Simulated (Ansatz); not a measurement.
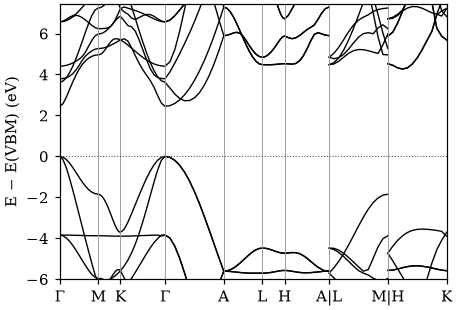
*Band structure from r²SCAN in the plane-wave PAW code Ansatz*

### Question
Read off the gap and where the band edges lie.

### Answer
About 2.4 eV (2.44 eV by a search for the band edges); maximum at Γ, minimum at Γ.

### Question
Which of these materials gives this?
A) CdTe, wurtzite
B) C, P6_3/mmc (C on 6h)
C) Si, P6_3/mmc (Si on 4f)
D) CaO, P6_3/mmc (Ca on 2d, O on 2c)

### Answer
B, C, P6_3/mmc (C on 6h)

The start of the workflow was typed in or built on a structure type. Its sites differ from those of the usual phase in this space group: another stacking or structure type. The cell was relaxed with r²SCAN under the symmetry of its start; whether a distortion lowers the energy is not shown.

Potentials: the earlier of the program's two PAW sets.
